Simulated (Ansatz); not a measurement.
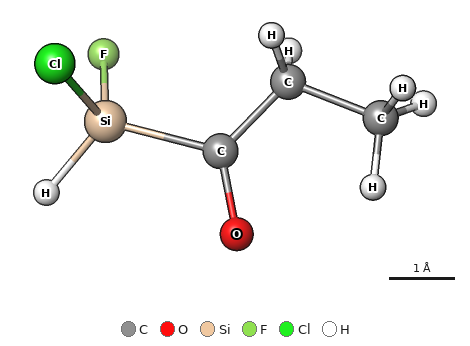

*The starting structure (ball-and-stick view, seen on its broad side).*

Bond lengths as drawn: Cl–Si 2.03 Å, C–C 1.50 to 1.58 Å, C–H 1.06 to 1.11 Å, C–O 1.33 Å, C–Si 1.87 Å, F–Si 1.63 Å and H–Si 1.48 Å.

**C3H6ClFOSi: geometry relaxation (part 1 of 2)**

System: C3H6ClFOSi.
Method: RKS BLYP-D4/6-31G (Ansatz 0.2.0).

It belongs to a series of runs on one base structure; here: end point B relaxed.

**The input**
```yaml
crystal:
  periodic: [false, false, false]
  atoms:
    - { symbol: C, position_ang: [0.4108, -1.4742, 1.4616] }
    - { symbol: C, position_ang: [-0.3955, -0.5159, 0.5001] }
    - { symbol: C, position_ang: [-1.88135, -0.72796, 0.59925] }
    - { symbol: O, position_ang: [-2.45687, -1.64294, 1.38011] }
    - { symbol: Si, position_ang: [-3.029, 0.33664, -0.43109] }
    - { symbol: F, position_ang: [-2.40069, 0.45478, -1.9263] }
    - { symbol: Cl, position_ang: [-3.15511, 2.18869, 0.37995] }
    - { symbol: H, position_ang: [1.0963, -2.0579, 0.8966] }
    - { symbol: H, position_ang: [-0.3326, -2.0502, 2.0417] }
    - { symbol: H, position_ang: [0.9448, -0.8499, 2.2002] }
    - { symbol: H, position_ang: [-0.07676, -0.68985, -0.55195] }
    - { symbol: H, position_ang: [-0.18575, 0.49244, 0.7749] }
    - { symbol: H, position_ang: [-4.4164, -0.15562, -0.61314] }
basis:
  gaussian: { orbitals: "6-31G" }
hamiltonian:
  xc: blyp
  dispersion: d4
relax:
  f_tol: 0.015
  max_steps: 40
output:
  orbitals: {}
```

Launch command:
```bash
ansatz run input.yaml --threads 1 --pin off --max-ram 2048MiB --backend cpu --events-out ev --progress --plain --runs-dir out
```

**The program's output**
```
The last accepted step is kept in [file] (removed where the run ends without a failure and the disk answers)
Engine: ansatz 0.2.0, aarch64-unknown-linux-gnu
Functional definition: BLYP
  parameter beta = 0.0042
  parameter a = 0.04918
  parameter b = 0.132
  parameter c = 0.2533
  parameter d = 0.349
  exchange = b88_x(beta = beta)
  correlation = lyp_c(a = a, b = b, c = c, d = d)
1100 factors; integrals over basis functions are off by at most 1.5e-4 eV
mean field evaluation 1: about -28357.2320 eV, gradient 7.0e1 eV
mean field evaluation 2: about -28302.0604 eV, gradient 1.7e2 eV
mean field evaluation 4: about -28367.5805 eV, gradient 1.1e1 eV
mean field evaluation 8: about -28367.8219 eV, gradient 2.5e-1 eV
mean field evaluation 16: about -28367.8070 eV, gradient 1.3e-4 eV
mean field -28367.80700012 eV, -1042.4976788642 hartree, gradient 2.9e-5 eV, S^2 0.000000; 0 other end points of the search recorded, 0 dependent functions left out
the calculation of the forces begins
reference -28367.80734860 eV, -1042.4976916707 hartree; 36, 36 occupied and 47, 47 virtual orbitals, 1100 factors
relax step   1: F+E_penalty+E_count = -28368.51534678 eV  Δ(F+E_penalty+E_count) = +0.000e0 eV  max|allowed force component| = 2.979e0 eV/Å  Δτ_max = 0.0000 Å  (28 SCF iters, accepted)
these checks for a lower state are left out or cut short: starts, cluster_reference, orbital_swaps, neighbouring_geometries, increment
1100 factors; integrals over basis functions are off by at most 1.5e-4 eV
mean field -28368.44106714 eV, -1042.5209803975 hartree, gradient 1.1e-5 eV, S^2 0.000000; 0 other end points of the search recorded, 0 dependent functions left out
[... from here on the field's lines of each further geometry are left out, up to the last ...]
relax step   2: F+E_penalty+E_count = -28369.13558132 eV  Δ(F+E_penalty+E_count) = -6.202e-1 eV  max|allowed force component| = 1.803e0 eV/Å  Δτ_max = 0.1531 Å  (30 SCF iters, accepted)
relax step   3: F+E_penalty+E_count = -28369.23353983 eV  Δ(F+E_penalty+E_count) = -9.796e-2 eV  max|allowed force component| = 5.916e-1 eV/Å  Δτ_max = 0.0623 Å  (29 SCF iters, accepted)
relax step   4: F+E_penalty+E_count = -28369.24929362 eV  Δ(F+E_penalty+E_count) = -1.575e-2 eV  max|allowed force component| = 2.133e-1 eV/Å  Δτ_max = 0.0535 Å  (29 SCF iters, accepted)
relax step   5: F+E_penalty+E_count = -28369.25375613 eV  Δ(F+E_penalty+E_count) = -4.463e-3 eV  max|allowed force component| = 7.182e-2 eV/Å  Δτ_max = 0.0185 Å  (29 SCF iters, accepted)
relax step   6: F+E_penalty+E_count = -28369.25420230 eV  Δ(F+E_penalty+E_count) = -4.462e-4 eV  max|allowed force component| = 2.752e-2 eV/Å  Δτ_max = 0.0087 Å  (23 SCF iters, accepted)
relax step   7: F+E_penalty+E_count = -28369.25450506 eV  Δ(F+E_penalty+E_count) = -3.028e-4 eV  max|allowed force component| = 1.587e-2 eV/Å  Δτ_max = 0.0134 Å  (24 SCF iters, accepted)
relax step   8: F+E_penalty+E_count = -28369.25486785 eV  Δ(F+E_penalty+E_count) = -3.628e-4 eV  max|allowed force component| = 2.896e-2 eV/Å  Δτ_max = 0.0221 Å  (29 SCF iters, accepted)
relax step   9: F+E_penalty+E_count = -28369.25564612 eV  Δ(F+E_penalty+E_count) = -7.783e-4 eV  max|allowed force component| = 9.264e-2 eV/Å  Δτ_max = 0.0754 Å  (28 SCF iters, accepted)
relax step  10: F+E_penalty+E_count = -28369.25662373 eV  Δ(F+E_penalty+E_count) = -9.776e-4 eV  max|allowed force component| = 7.805e-2 eV/Å  Δτ_max = 0.0201 Å  (29 SCF iters, accepted)
relax step  11: F+E_penalty+E_count = -28369.25549569 eV  Δ(F+E_penalty+E_count) = +1.128e-3 eV  max|allowed force component| = 4.231e-1 eV/Å  Δτ_max = 0.1951 Å  (29 SCF iters, rejected (line search))
relax step  12: F+E_penalty+E_count = -28369.26250798 eV  Δ(F+E_penalty+E_count) = -5.884e-3 eV  max|allowed force component| = 7.536e-2 eV/Å  Δτ_max = 0.0975 Å  (28 SCF iters, accepted)
relax step  13: F+E_penalty+E_count = -28369.26956658 eV  Δ(F+E_penalty+E_count) = -7.059e-3 eV  max|allowed force component| = 2.109e-1 eV/Å  Δτ_max = 0.0975 Å  (29 SCF iters, accepted)
relax step  14: F+E_penalty+E_count = -28369.27243179 eV  Δ(F+E_penalty+E_count) = -2.865e-3 eV  max|allowed force component| = 5.305e-1 eV/Å  Δτ_max = 0.1472 Å  (28 SCF iters, accepted)
relax step  15: F+E_penalty+E_count = -28369.29832095 eV  Δ(F+E_penalty+E_count) = -2.589e-2 eV  max|allowed force component| = 4.203e-1 eV/Å  Δτ_max = 0.2000 Å  (29 SCF iters, accepted)
relax step  16: F+E_penalty+E_count = -28369.31577135 eV  Δ(F+E_penalty+E_count) = -1.745e-2 eV  max|allowed force component| = 2.129e-1 eV/Å  Δτ_max = 0.0598 Å  (29 SCF iters, accepted)
relax step  17: F+E_penalty+E_count = -28369.32433411 eV  Δ(F+E_penalty+E_count) = -8.563e-3 eV  max|allowed force component| = 2.683e-1 eV/Å  Δτ_max = 0.1265 Å  (28 SCF iters, accepted)
relax step  18: F+E_penalty+E_count = -28369.31469071 eV  Δ(F+E_penalty+E_count) = +9.643e-3 eV  max|allowed force component| = 6.141e-1 eV/Å  Δτ_max = 0.2000 Å  (29 SCF iters, rejected (line search))
relax step  19: F+E_penalty+E_count = -28369.33253870 eV  Δ(F+E_penalty+E_count) = -8.205e-3 eV  max|allowed force component| = 1.308e-1 eV/Å  Δτ_max = 0.0975 Å  (28 SCF iters, accepted)
relax step  20: F+E_penalty+E_count = -28369.33378311 eV  Δ(F+E_penalty+E_count) = -1.244e-3 eV  max|allowed force component| = 1.634e-1 eV/Å  Δτ_max = 0.0462 Å  (28 SCF iters, accepted)
relax step  21: F+E_penalty+E_count = -28369.33541557 eV  Δ(F+E_penalty+E_count) = -1.632e-3 eV  max|allowed force component| = 4.928e-2 eV/Å  Δτ_max = 0.0183 Å  (28 SCF iters, accepted)
relax step  22: F+E_penalty+E_count = -28369.33614408 eV  Δ(F+E_penalty+E_count) = -7.285e-4 eV  max|allowed force component| = 3.101e-2 eV/Å  Δτ_max = 0.0311 Å  (29 SCF iters, accepted)
relax step  23: F+E_penalty+E_count = -28369.33668533 eV  Δ(F+E_penalty+E_count) = -5.413e-4 eV  max|allowed force component| = 4.868e-2 eV/Å  Δτ_max = 0.0533 Å  (28 SCF iters, accepted)
relax step  24: F+E_penalty+E_count = -28369.33696478 eV  Δ(F+E_penalty+E_count) = -2.794e-4 eV  max|allowed force component| = 4.535e-2 eV/Å  Δτ_max = 0.0200 Å  (30 SCF iters, accepted)
relax step  25: F+E_penalty+E_count = -28369.33720351 eV  Δ(F+E_penalty+E_count) = -2.387e-4 eV  max|allowed force component| = 2.085e-2 eV/Å  Δτ_max = 0.0343 Å  (29 SCF iters, accepted)
the calculation of the forces begins
reference -28368.64665602 eV, -1042.5285356492 hartree; 36, 36 occupied and 47, 47 virtual orbitals, 1100 factors
relax step  26: F+E_penalty+E_count = -28369.33725492 eV  Δ(F+E_penalty+E_count) = -5.141e-5 eV  max|allowed force component| = 1.185e-2 eV/Å  Δτ_max = 0.0114 Å  (25 SCF iters, accepted)
1100 factors; integrals over basis functions are off by at most 1.4e-4 eV
mean field evaluation 192: about -28368.6463 eV, gradient 7.5e-6 eV
```

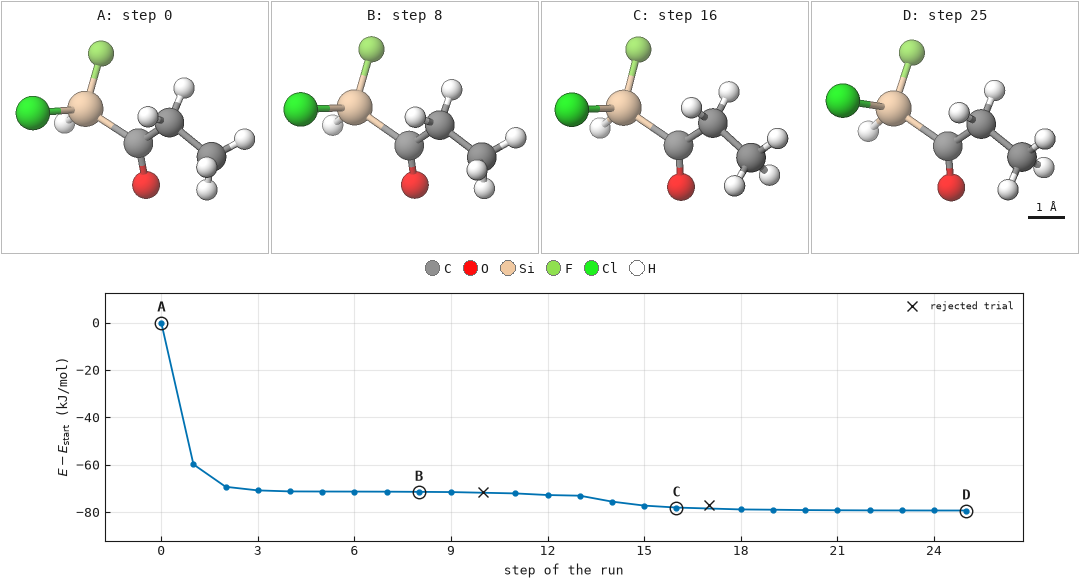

*Frames of the relaxation (ball-and-stick view, seen at a tilt) above the curves, on which the letters mark them (the first geometry is step 0 here and step 1 in the log).*

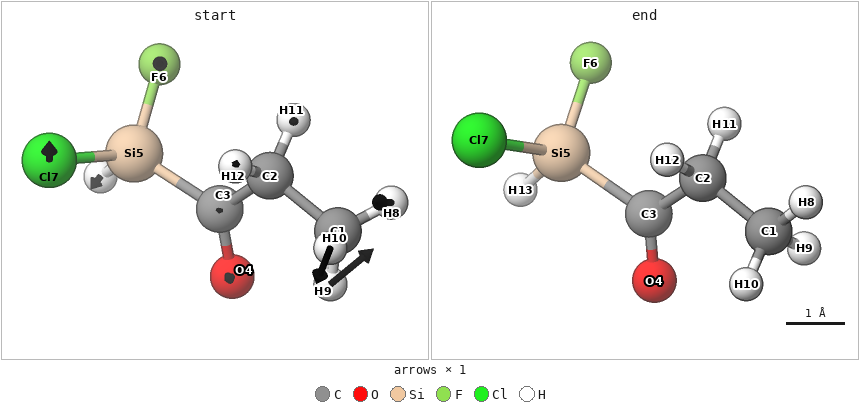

*Before (left) and after (right) the relaxation, at one scale (ball-and-stick view, seen at a tilt). The black arrows give the displacements, at true length.*

The atom that moves furthest after the best rigid fit is H9 (1.02 Å). By element the largest moves are H 1.02 Å, Cl 0.43 Å, F 0.33 Å, O 0.22 Å, C 0.09 Å, Si 0.06 Å. Among the contacts that change: Si5–Cl7 2.026 → 2.208 Å, C3–Si5 1.874 → 1.972 Å, Si5–F6 1.626 → 1.716 Å, C3–O4 1.333 → 1.251 Å. Among the angles that change: H8–C1–H9 115.3° → 108.5°, H11–C2–H12 109.6° → 104.7°, C2–C1–H9 107.0° → 110.9°. After 25 geometry steps the energy has fallen by 79.3 kJ/mol. The largest force component goes from 3 to 0.012 eV/Å. The line search rejected the trial steps at points 10, 17 (counted from 0) and went back. (Atoms are counted from 1 in the order of the input.)

```
mean field -28368.64630181 eV, -1042.5285226323 hartree, gradient 7.5e-6 eV, S^2 0.000000; 1 other end points of the search recorded, 0 dependent functions left out
the calculation of the forces begins
reference -28368.64665602 eV, -1042.5285356492 hartree; 36, 36 occupied and 47, 47 virtual orbitals, 1100 factors
Total energy: -28369.33760913 eV, -1042.5539277078 hartree
Atom 0 at     0.420408    -1.486049     1.469133 Å, force    -0.007090     0.006316    -0.008312 eV/Å
Atom 1 at    -0.399294    -0.596378     0.513510 Å, force    -0.004181     0.003396     0.002554 eV/Å
Atom 2 at    -1.898856    -0.720304     0.694213 Å, force     0.008194     0.001864    -0.004871 eV/Å
Atom 3 at    -2.462651    -1.449470     1.540427 Å, force    -0.001679    -0.002224    -0.001760 eV/Å
Atom 4 at    -3.084826     0.359376    -0.453101 Å, force    -0.007974     0.002273    -0.006278 eV/Å
Atom 5 at    -2.606748     0.235043    -2.096408 Å, force    -0.001743     0.001171     0.011502 eV/Å
Atom 6 at    -2.864252     2.470194     0.156106 Å, force     0.005662     0.001596    -0.001132 eV/Å
Atom 7 at     1.498426    -1.352213     1.289651 Å, force     0.011109     0.002395    -0.002264 eV/Å
Atom 8 at     0.172416    -2.549537     1.326241 Å, force    -0.002540    -0.010293    -0.001813 eV/Å
Atom 9 at     0.207365    -1.234125     2.519657 Å, force    -0.002444     0.003717     0.011851 eV/Å
Atom 10 at    -0.177889    -0.819531    -0.550825 Å, force    -0.000435    -0.002225     0.002009 eV/Å
Atom 11 at    -0.147386     0.477730     0.635150 Å, force     0.000156    -0.002895    -0.000909 eV/Å
Atom 12 at    -4.534844    -0.026655    -0.331824 Å, force     0.002965    -0.005091    -0.000578 eV/Å
Dipole moment:     0.323840    -0.298107     0.048056 e Å
```

**Trajectory as extended XYZ (Å, eV, eV/Å), 26 frames, from step=1 to step=26**
```
13
Properties=species:S:1:pos:R:3:forces:R:3 step=1 energy=-28368.51535
C     0.4108   -1.4742    1.4616   -1.3008   1.5289   0.7318
C    -0.3955   -0.5159    0.5001    0.3347  -2.0074   0.3268
C    -1.8814   -0.7280    0.5992   -1.2042  -2.9788   2.3523
O    -2.4569   -1.6429    1.3801    1.5352   2.5694  -2.1076
Si   -3.0290    0.3366   -0.4311   -1.6899  -2.2844   0.5674
F    -2.4007    0.4548   -1.9263    1.2853   0.2320  -2.6318
Cl   -3.1551    2.1887    0.3800   -0.0797   2.9245   1.3498
H     1.0963   -2.0579    0.8966    0.7518  -0.9561  -0.3737
H    -0.3326   -2.0502    2.0417    0.3505  -0.3874  -0.2677
H     0.9448   -0.8499    2.2002    0.2363  -0.1683  -0.1240
H    -0.0768   -0.6898   -0.5520   -0.1902   0.3419   0.0990
H    -0.1857    0.4924    0.7749    0.2073   1.4741  -0.0640
H    -4.4164   -0.1556   -0.6131   -0.2363  -0.2884   0.1417
13
Properties=species:S:1:pos:R:3:forces:R:3 step=2 energy=-28369.13558
C     0.4279   -1.4737    1.4830   -0.7439   0.6306   0.1543
C    -0.4071   -0.5372    0.5295    0.3456  -0.6901   0.0540
C    -1.9043   -0.7403    0.5834   -0.3887  -1.4216   1.8031
O    -2.4810   -1.5769    1.3722    0.6289   1.0175  -1.0748
Si   -3.0708    0.3308   -0.4776   -0.7521   0.0371   0.7889
F    -2.3857    0.4595   -1.9880    0.5755   0.2262  -1.3888
Cl   -3.1436    2.3299    0.4381   -0.0431   0.0114   0.0020
H     1.1320   -2.0732    0.9122    0.2512  -0.3088  -0.1666
H    -0.2621   -2.1262    2.0482    0.1366  -0.0345  -0.1449
H     0.9899   -0.8746    2.2204    0.0059  -0.0324  -0.0965
H    -0.1103   -0.6842   -0.5290    0.0339   0.1201  -0.0069
H    -0.2178    0.5204    0.7472    0.0515   0.3908  -0.0138
H    -4.4451   -0.2462   -0.6277   -0.1015   0.0539   0.0900
13
Properties=species:S:1:pos:R:3:forces:R:3 step=3 energy=-28369.23354
C     0.4236   -1.4711    1.4908   -0.0920   0.1468  -0.1099
C    -0.3967   -0.5438    0.5416    0.1450   0.1170   0.2279
C    -1.8978   -0.7355    0.6363    0.1100  -0.5916  -0.0816
O    -2.4631   -1.5921    1.3572   -0.0522   0.1040   0.1087
Si   -3.0747    0.3128   -0.4974   -0.1993   0.4292   0.3215
F    -2.3825    0.4915   -2.0414    0.0839  -0.0021  -0.3316
Cl   -3.1680    2.3285    0.4272   -0.0277  -0.0963  -0.0684
H     1.1278   -2.0967    0.9213    0.0083  -0.0029   0.0102
H    -0.2546   -2.1348    2.0514    0.0261   0.0193  -0.0292
H     1.0020   -0.8769    2.2162   -0.0068  -0.0362  -0.0134
H    -0.1180   -0.6751   -0.5239   -0.0411  -0.0276   0.0080
H    -0.2028    0.5311    0.7425    0.0151  -0.0384  -0.0103
H    -4.4734   -0.2299   -0.6098    0.0307  -0.0211  -0.0317
13
Properties=species:S:1:pos:R:3:forces:R:3 step=4 energy=-28369.24929
C     0.4288   -1.4686    1.4964    0.0842  -0.0287  -0.0936
C    -0.3905   -0.5554    0.5476    0.0216  -0.0300  -0.0980
C    -1.8911   -0.7835    0.6137    0.0623   0.2133   0.1791
O    -2.4660   -1.5896    1.3777   -0.0482  -0.0756  -0.0532
Si   -3.0698    0.3318   -0.4985   -0.0581   0.0700  -0.0967
F    -2.4187    0.5027   -2.0792   -0.0216  -0.0052   0.0742
Cl   -3.1800    2.3443    0.4171    0.0494  -0.0873  -0.0284
H     1.1515   -2.0821    0.9313   -0.0310   0.0575   0.0496
H    -0.2431   -2.1516    2.0383    0.0022   0.0134   0.0394
H     0.9906   -0.8752    2.2337   -0.0060  -0.0202   0.0234
H    -0.0989   -0.6871   -0.5145   -0.0002   0.0034  -0.0070
H    -0.2174    0.5256    0.7422   -0.0670  -0.0917   0.0211
H    -4.4735   -0.2031   -0.5938    0.0123  -0.0189  -0.0100
13
Properties=species:S:1:pos:R:3:forces:R:3 step=5 energy=-28369.25376
C     0.4320   -1.4695    1.4930   -0.0026   0.0081  -0.0486
C    -0.3942   -0.5555    0.5491    0.0165   0.0165  -0.0083
C    -1.8959   -0.7702    0.6255   -0.0087  -0.0539   0.0718
O    -2.4727   -1.5936    1.3722    0.0096   0.0403  -0.0470
Si   -3.0744    0.3350   -0.4990    0.0108   0.0281   0.0146
F    -2.4120    0.4959   -2.0731   -0.0048   0.0066   0.0050
Cl   -3.1696    2.3445    0.4148    0.0133  -0.0335  -0.0234
H     1.1527   -2.0802    0.9264   -0.0058   0.0145   0.0132
H    -0.2370   -2.1505    2.0414    0.0027  -0.0061   0.0127
H     0.9956   -0.8764    2.2293   -0.0014  -0.0035   0.0102
H    -0.1100   -0.6829   -0.5155   -0.0109  -0.0009   0.0023
H    -0.2198    0.5217    0.7507   -0.0165  -0.0154   0.0003
H    -4.4728   -0.2105   -0.6029   -0.0021  -0.0009  -0.0028
13
Properties=species:S:1:pos:R:3:forces:R:3 step=6 energy=-28369.25420
C     0.4325   -1.4686    1.4917   -0.0035   0.0066  -0.0215
C    -0.3964   -0.5562    0.5497    0.0069   0.0082   0.0042
C    -1.8975   -0.7717    0.6286   -0.0046  -0.0275   0.0144
O    -2.4750   -1.5956    1.3726   -0.0017   0.0079  -0.0076
Si   -3.0734    0.3348   -0.4980    0.0113   0.0131   0.0009
F    -2.4107    0.4966   -2.0721   -0.0033  -0.0018   0.0054
Cl   -3.1617    2.3442    0.4111    0.0060  -0.0091  -0.0076
H     1.1558   -2.0756    0.9253    0.0014   0.0055   0.0028
H    -0.2336   -2.1528    2.0402    0.0012  -0.0051   0.0028
H     0.9938   -0.8753    2.2298   -0.0010   0.0007   0.0067
H    -0.1150   -0.6824   -0.5157   -0.0057  -0.0007   0.0017
H    -0.2249    0.5209    0.7521   -0.0029  -0.0003  -0.0013
H    -4.4720   -0.2100   -0.6033   -0.0039   0.0025  -0.0007
13
Properties=species:S:1:pos:R:3:forces:R:3 step=7 energy=-28369.25451
C     0.4333   -1.4674    1.4901   -0.0001   0.0000   0.0073
C    -0.3994   -0.5564    0.5511   -0.0034  -0.0034   0.0070
C    -1.8998   -0.7752    0.6311   -0.0067   0.0066  -0.0159
O    -2.4782   -1.5991    1.3734   -0.0004  -0.0131   0.0111
Si   -3.0720    0.3348   -0.4971    0.0046  -0.0152  -0.0096
F    -2.4102    0.4909   -2.0721   -0.0008  -0.0028   0.0051
Cl   -3.1492    2.3452    0.4063    0.0021   0.0127   0.0033
H     1.1624   -2.0663    0.9232    0.0055   0.0013  -0.0035
H    -0.2287   -2.1590    2.0347    0.0013  -0.0020  -0.0064
H     0.9885   -0.8742    2.2331   -0.0030   0.0014   0.0020
H    -0.1202   -0.6804   -0.5150   -0.0006  -0.0001  -0.0005
H    -0.2320    0.5206    0.7550    0.0060   0.0081  -0.0016
H    -4.4726   -0.2055   -0.6018   -0.0044   0.0065   0.0018
13
Properties=species:S:1:pos:R:3:forces:R:3 step=8 energy=-28369.25487
C     0.4344   -1.4659    1.4884    0.0041  -0.0104   0.0279
C    -0.4032   -0.5562    0.5536   -0.0102  -0.0078   0.0043
C    -1.9028   -0.7801    0.6335   -0.0079   0.0290  -0.0255
O    -2.4809   -1.6056    1.3737    0.0046  -0.0220   0.0163
Si   -3.0716    0.3336   -0.4958   -0.0036  -0.0231  -0.0146
F    -2.4118    0.4793   -2.0726    0.0013  -0.0062   0.0011
Cl   -3.1296    2.3487    0.3967   -0.0007   0.0203   0.0104
H     1.1743   -2.0506    0.9204    0.0037   0.0041  -0.0027
H    -0.2222   -2.1709    2.0231    0.0048   0.0036  -0.0143
H     0.9780   -0.8736    2.2410   -0.0080  -0.0021  -0.0035
H    -0.1252   -0.6759   -0.5133    0.0025  -0.0009  -0.0022
H    -0.2405    0.5211    0.7602    0.0108   0.0085  -0.0020
H    -4.4769   -0.1957   -0.5970   -0.0015   0.0069   0.0048
13
Properties=species:S:1:pos:R:3:forces:R:3 step=9 energy=-28369.25565
C     0.4368   -1.4619    1.4837    0.0410  -0.0738   0.0926
C    -0.4137   -0.5537    0.5612   -0.0230  -0.0141  -0.0001
C    -1.9112   -0.7932    0.6395   -0.0019   0.0714  -0.0447
O    -2.4867   -1.6266    1.3717    0.0143  -0.0318   0.0208
Si   -3.0707    0.3299   -0.4928   -0.0366  -0.0297  -0.0158
F    -2.4238    0.4312   -2.0789   -0.0042  -0.0052   0.0084
Cl   -3.0628    2.3623    0.3647   -0.0037   0.0164   0.0078
H     1.2182   -1.9933    0.9140   -0.0519   0.0479   0.0456
H    -0.2033   -2.2158    1.9764    0.0594   0.0654  -0.0614
H     0.9346   -0.8745    2.2746   -0.0421  -0.0511  -0.0530
H    -0.1379   -0.6592   -0.5078    0.0053  -0.0068  -0.0014
H    -0.2647    0.5237    0.7780    0.0232   0.0014  -0.0052
H    -4.4931   -0.1606   -0.5723    0.0201   0.0101   0.0064
```
